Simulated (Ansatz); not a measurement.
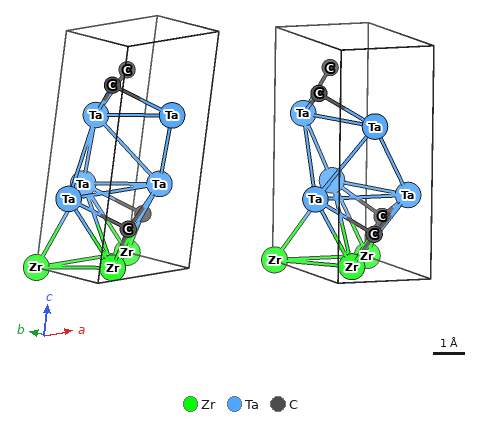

Two geometries of a crystal of ZrTa$_{2}$C$_{2}$ (a generated structure, set up in P1) (coarse preliminary run), drawn at one scale. One is the start of a relaxation, the other its converged end. The picture is a ball-and-stick view of the cell of the calculation, seen slightly off an axis.

Theory: DFT PBE, scalar-relativistic, plane waves, PAW (Ansatz). (plane-wave cutoff 420 eV; k-point mesh 6 × 4 × 4; occupations gaussian; smearing width 0.2 eV; no spin polarisation; cell and atoms relaxed; force threshold 0.025 eV/Å; at most 60 steps)

Question: Which geometry has the lower energy?

Answer: The left one is the relaxed one. The energy falls by 3.844 eV per cell of the calculation in 9 accepted moves (13 points after the start). The largest force component goes from 5.6 to 0.0014 eV/Å. Pressure: 7.59 GPa at the start and 0.01 GPa at the end. The line search rejected the trial steps at points 6, 9 of the run. At 2 points the geometry stayed and the basis and grid were re-selected for the new cell (energy shift of 26.0 meV per cell of the calculation at most each time). A Ta atom moves most relative to the cell: 0.73 Å roughly along [−2 1 0]. Largest moves by element: Ta 0.73 Å, C 0.49 Å, Zr 0.23 Å. The volume changes by −0.5 %, with a 3.213 → 3.195 Å (−0.5 %), b 5.517 → 5.537 Å (+0.4 %), c 7.717 → 7.899 Å (+2.3 %), α 92.0° → 96.9°, β 90.3° → 78.3°, γ 92.7° → 90.0°. Some distances before and after: Ta–Ta 4.436 → 3.053 Å, Ta–Ta 3.157 → 4.439 Å, Ta–Ta 4.331 → 3.053 Å, Ta–Ta 3.198 → 4.439 Å. New bonds form, among them: Ta–Ta (4.33 → 3.05 Å), Ta–Ta (4.44 → 3.05 Å). Bonds break, among them: Ta–Ta (3.16 → 4.44 Å), Ta–Ta (3.20 → 4.44 Å). Bond angles that change, for instance: Zr–C–Ta 104.9° → 89.9°, Zr–C–Ta 160.6° → 174.0°, Zr–C–Ta 102.9° → 89.9°. Within 0.06 Å the space group is P1 at the start and R-3m at the end; at a tighter tolerance small leftover displacements or strains of the cell lower it. The run took 8.7 min on 1 thread of Arm Neoverse V2, on a shared host, peak memory 0.64 GiB.
